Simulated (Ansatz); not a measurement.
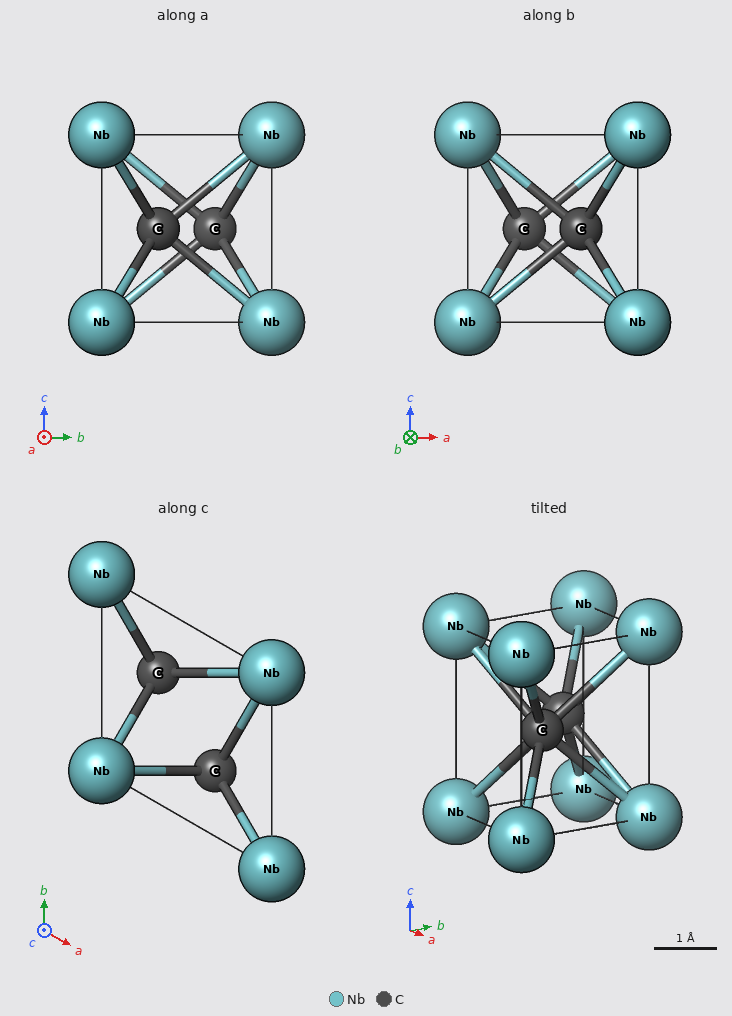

Structure drawing (ball-and-stick), viewed along the a axis, along the b axis, along the c axis and slightly off an axis. The wireframe shows the conventional unit cell.

Lattice parameters: a = 3.2108 Å, b = 3.2108 Å, c = 3.0663 Å, α = 90.000°, β = 90.000°, γ = 120.000°.

Put the structure into a CIF in P1 with every atom of the cell.

```cif
data_structure
_symmetry_space_group_name_H-M 'P 1'
_symmetry_Int_Tables_number 1
_cell_length_a 3.2108
_cell_length_b 3.2108
_cell_length_c 3.0663
_cell_angle_alpha 90.000
_cell_angle_beta 90.000
_cell_angle_gamma 120.000
_cell_volume 27.38
loop_
_atom_site_label
_atom_site_type_symbol
_atom_site_fract_x
_atom_site_fract_y
_atom_site_fract_z
_atom_site_occupancy
Nb1 Nb 0.0000 0.0000 0.0000 1
C1 C 0.3333 0.6667 0.5000 1
C2 C 0.6667 0.3333 0.5000 1
```

The structure comes from a structure type filled with these elements by a generator (whether the compound takes this form wasn't checked). Earlier steps of the study may have refined or changed the cell and positions. Ansatz was used for an electronic-structure calculation on it.
